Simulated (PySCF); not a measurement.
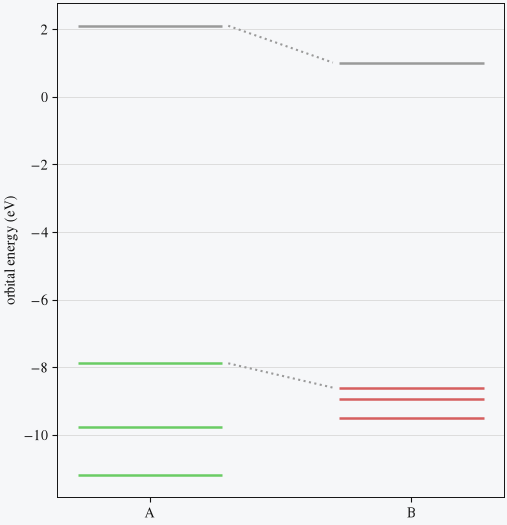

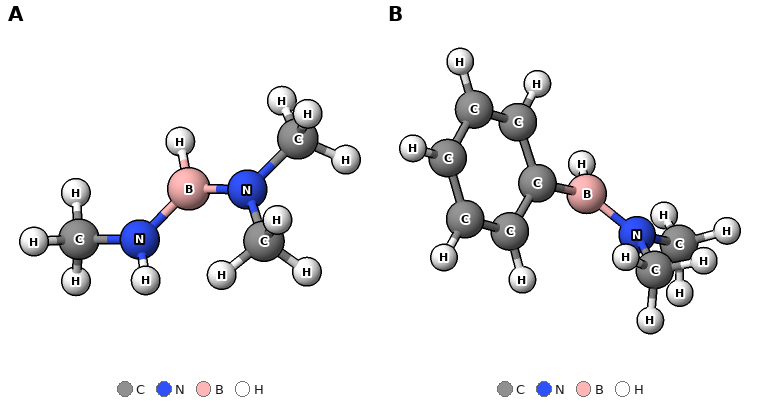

Related molecules: A is C₃H₁₁BN₂, SMILES CNBN(C)C; B is C₈H₁₂BN, SMILES CN(C)Bc1ccccc1. Frontier orbital energies, ωB97X-D/def2-SVPD with PySCF, at a PBE0-D3(BJ)/def2-SVP geometry (no frequency check); drawn are at most three filled levels and, in grey, the LUMO with any level within 0.03 eV of it; dotted lines join the HOMOs and the LUMOs.

### What does the change do to the frontier levels?

From A to B the HOMO falls by 0.72 eV and the LUMO falls by 1.09 eV, so the separation goes from 9.98 to 9.62 eV.

### Does the ΔSCF ionisation energy follow the HOMO?

A: −ε(HOMO) 7.88, ΔSCF 8.01 eV; B: −ε(HOMO) 8.60, ΔSCF 8.61 eV.

Caveats, for all or some of the runs: empty levels above zero depend strongly on the basis; one conformer of a flexible molecule.
